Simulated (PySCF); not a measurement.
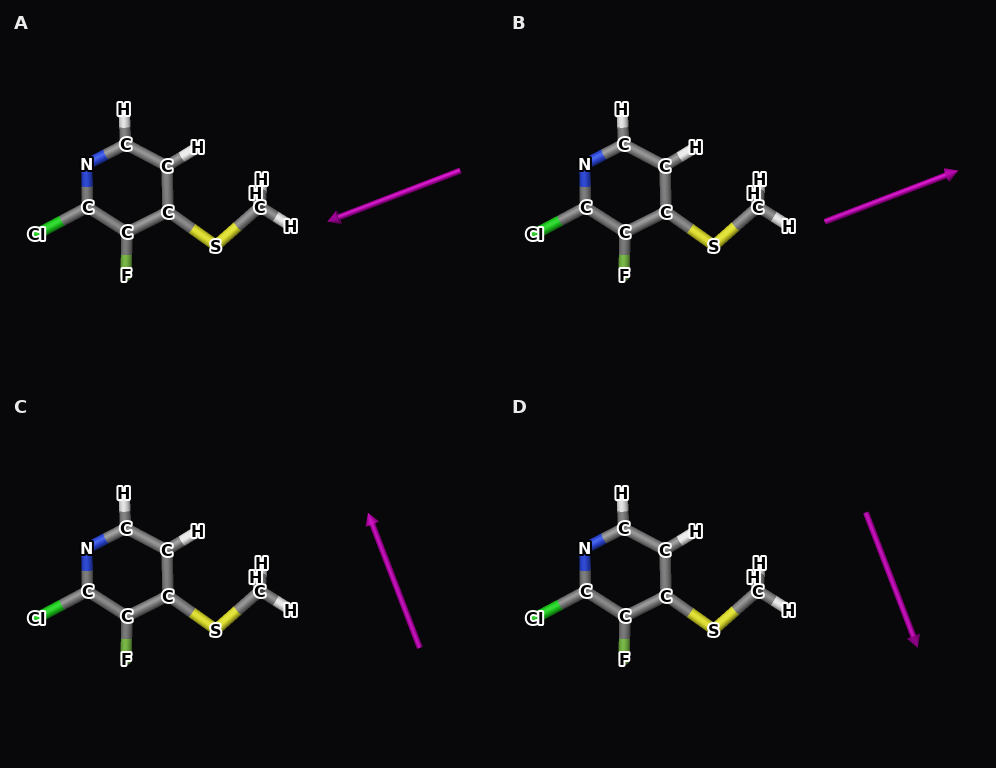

The same molecule four times, each with an arrow. The computed structure is the end point of a PBE0-D3(BJ)/def2-SVP optimisation. No frequency run is at hand to confirm it as a minimum. Level of theory: PBE0/pcSseg-1 in chloroform (IEF-PCM) (PySCF 2.14.0).

### Which arrow points along the dipole moment, from the negative to the positive end?

B. The dipole moment is 6.25 D.
